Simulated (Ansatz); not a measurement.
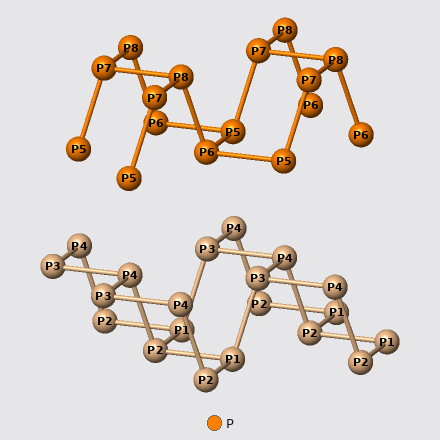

The system is a bilayer of two P sheets (8 atoms in the cell); the picture shows the reference structure; the lower layer is drawn fainter. The upper layer of a bilayer is slid along a line and lifted, both layers rigid. First axis: slide of the upper layer along the diagonal of the surface cell, from P5 above P3. Second axis: distance between the facing planes of atoms. The grid has 8 × 6 points. Points are written as (first, second). All energies are given in J/m² relative to the lowest grid point. Level of theory: Ansatz, DFT PBE+D3(BJ), scalar-relativistic, plane waves, PAW. Settings: cutoff 420 eV, k-mesh 8×6×1, gaussian smearing 0.05 eV, no spin polarisation.

Its coordinates:

```xyz
8
Lattice="3.2962 0.0000 0.0000 0.0000 4.4392 0.0000 0.0000 0.0000 21.7462" Properties=species:S:1:pos:R:3 pbc="T T T"
P     1.6481    4.0729    4.5000
P     0.0000    2.5858    4.5000
P     1.6481    0.3663    6.6231
P     0.0000    1.8533    6.6231
P     2.0601    0.9211    9.8531
P     0.4120   -0.5659    9.8531
P     2.0601   -2.7855   11.9762
P     0.4120   -1.2984   11.9762
```

Range: slide of the upper layer along the diagonal of the surface cell from 0.00 to 4.84 Å; distance between the facing planes of atoms from 2.96 to 4.76 Å.

Question: What will the energy surface look like?

Answer: The lowest grid point is at (0.69 Å, 3.23 Å); the map holds 2 wells of about this depth. The bottom of the well lies between grid points, at about (0.51 Å, 3.09 Å), about 0.015 J/m² lower on the interpolated surface. The highest grid point, (2.07 Å, 2.96 Å), lies 0.343 J/m² above the lowest. On the interpolated surface the easiest way out of the lowest well to a well of about the same depth near (3.46 Å, 3.23 Å) passes a barrier of about 0.07 J/m², counted from the interpolated bottom of the well.

```
second ↓, first →   0.00   0.69   1.38   2.07   2.76   3.46   4.15   4.84
             4.76  0.301  0.302  0.304  0.305  0.304  0.302  0.301  0.301
             4.16  0.204  0.206  0.215  0.221  0.215  0.205  0.203  0.205
             3.76  0.115  0.115  0.142  0.163  0.142  0.114  0.113  0.121
             3.48  0.052  0.047  0.101  0.147  0.103  0.047  0.050  0.070
             3.23  0.019  0.000  0.095  0.183  0.104  0.003  0.014  0.057
             2.96  0.047  0.002  0.172  0.343  0.196  0.007  0.039  0.132
```

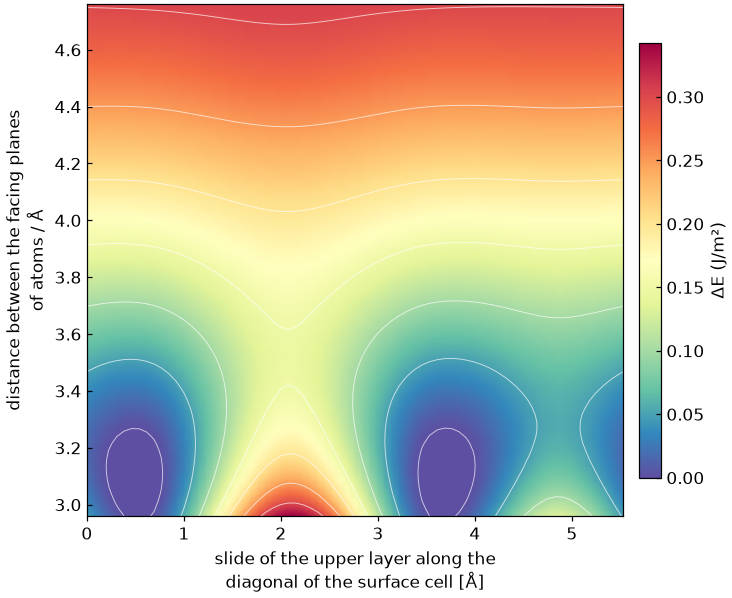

In the figure: a smooth colour map with a few white contour lines. Between grid points the surface is interpolated.

Time for the 48 points that were run: 19 min on 1 thread of Arm Neoverse V1 (shared host).
